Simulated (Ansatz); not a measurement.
AsH$_{22}$Si$_{11}$ (doublet)

```yaml
atoms:
  - { symbol: Si, position_ang: [-1.8848, 0.7051, -2.8187] }
  - { symbol: Si, position_ang: [-1.9024, 0.4959, 1.6233] }
  - { symbol: Si, position_ang: [0.3328, -2.2459, -3.8195] }
  - { symbol: Si, position_ang: [1.0803, -1.8896, 2.2088] }
  - { symbol: As, position_ang: [1.3789, 0.7167, -0.5013] }
  - { symbol: Si, position_ang: [0.2629, 0.8148, 4.7599] }
  - { symbol: Si, position_ang: [-1.0648, -0.5451, -4.6326] }
  - { symbol: Si, position_ang: [-0.1703, -0.7203, 0.5994] }
  - { symbol: Si, position_ang: [-0.2113, 1.9750, -1.7555] }
  - { symbol: Si, position_ang: [-0.9809, 2.0135, 3.1653] }
  - { symbol: Si, position_ang: [2.0155, -1.1480, -2.6269] }
  - { symbol: Si, position_ang: [2.0190, -0.3386, 3.7057] }
  - { symbol: H, position_ang: [-2.5467, -0.2107, -1.8363] }
  - { symbol: H, position_ang: [-2.9178, 1.6840, -3.2962] }
  - { symbol: H, position_ang: [-2.7990, -0.4518, 2.3615] }
  - { symbol: H, position_ang: [-2.7232, 1.2158, 0.5980] }
  - { symbol: H, position_ang: [-0.4565, -3.1010, -2.8761] }
  - { symbol: H, position_ang: [0.8138, -3.1177, -4.9435] }
  - { symbol: H, position_ang: [0.1860, -2.8192, 2.9733] }
  - { symbol: H, position_ang: [2.1403, -2.6986, 1.5251] }
  - { symbol: H, position_ang: [1.4260, 1.7300, 0.6892] }
  - { symbol: H, position_ang: [-0.6412, -0.1909, 5.4050] }
  - { symbol: H, position_ang: [0.7829, 1.7308, 5.8244] }
  - { symbol: H, position_ang: [-2.2148, -1.0917, -5.4239] }
  - { symbol: H, position_ang: [-0.2741, 0.3671, -5.5220] }
  - { symbol: H, position_ang: [-0.6947, -1.6666, -0.4377] }
  - { symbol: H, position_ang: [-0.8428, 2.9729, -0.8351] }
  - { symbol: H, position_ang: [0.5554, 2.7290, -2.7979] }
  - { symbol: H, position_ang: [-2.0782, 2.7830, 3.8347] }
  - { symbol: H, position_ang: [-0.0911, 2.9858, 2.4569] }
  - { symbol: H, position_ang: [2.9409, -2.0500, -1.8721] }
  - { symbol: H, position_ang: [2.8111, -0.2338, -3.5059] }
  - { symbol: H, position_ang: [2.8713, -1.0397, 4.7192] }
  - { symbol: H, position_ang: [2.8802, 0.6282, 2.9531] }
```

Geometry: r2SCAN-D4/def2-SVP.

Computed with UKS PBE0-D4/def2-TZVP in Ansatz.

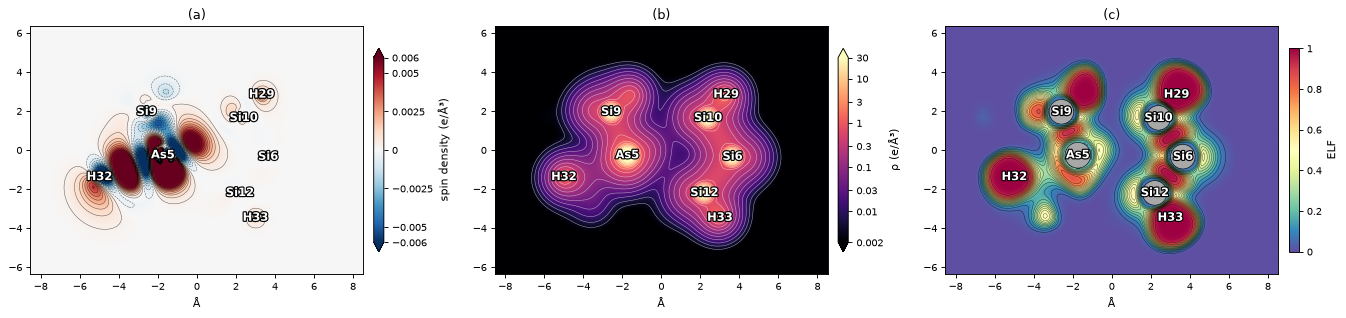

Figure 1. (a) spin density (α minus β); (b) electron density; (c) electron localisation function on the plane of atoms Si6, Si10 and H29. Grey discs cover the atomic cores in the ELF map.

> Interpret the plot.

- The plane passes through As, Si and H nuclei.
- Si–Si (2.35 Å): ρ at the midpoint is about 0.61 e/Å³; the ELF peaks at about 1 between the atoms, as expected for a covalent bond.
- Si–As (2.38 Å): the density is about 0.61 e/Å³ at the midpoint; the ELF peaks at about 0.95 between the atoms; a covalent bond.
- Si–H (1.50 Å): the density is about 0.78 e/Å³ at the midpoint; the ELF climbs to about 1 towards the hydrogen, as it does in any bond to H.
- The ELF also peaks beside As5, away from the bonds: non-bonding electrons, paired or unpaired.
- The unpaired spin (1 electron) lies mostly on Si11 (about 0.5), As5 (about 0.2), H21 (about 0.1) and Si3 (about 0.1), in electrons by Hirshfeld's partition.

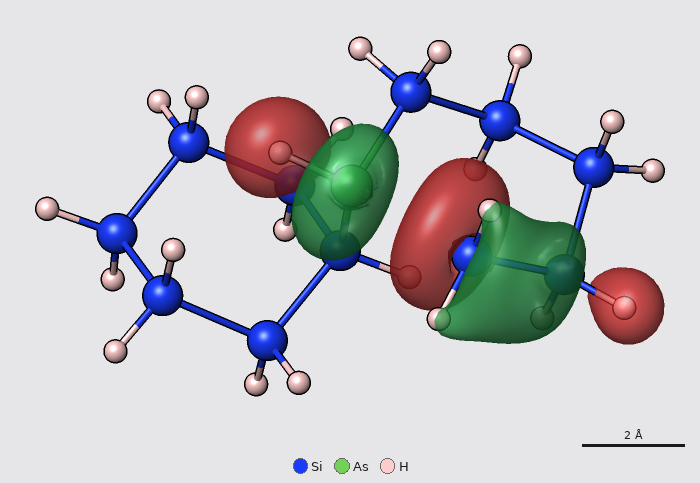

Figure 2. One frontier orbital at ±0.08 Å⁻³ᐟ² (green and red are the two phases), seen at a tilt.

> Which orbital is it: HOMO (α) or LUMO (α)?

The HOMO (α), at −5.31 eV. By Hirshfeld shares it lies mainly on Si11 (about 40 %), As5 (about 20 %), Si3 (about 10 %) and H21 (about 10 %).

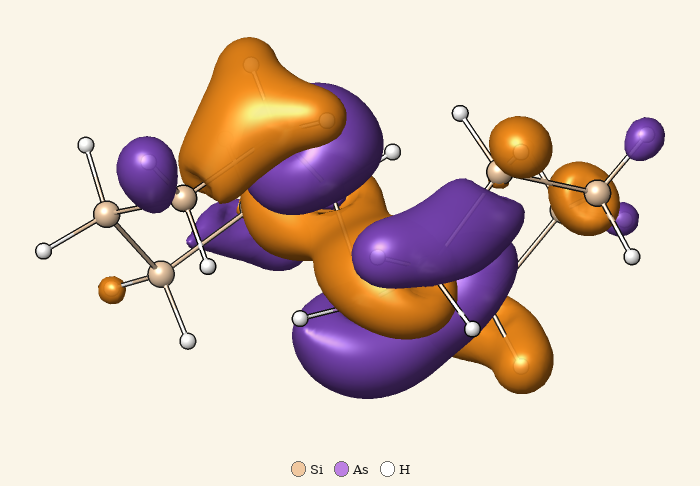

Figure 3. The HOMO−1 (α) at ±0.06 Å⁻³ᐟ² (orange and purple are the two phases), seen from one side.

> Describe this orbital and give its energy.

Its weight (Hirshfeld) is mainly on As5 (about 25 %), Si8 (about 15 %), Si2 (about 15 %), Si9 (about 10 %) and Si11 (about 10 %). Its energy is −7.51 eV.
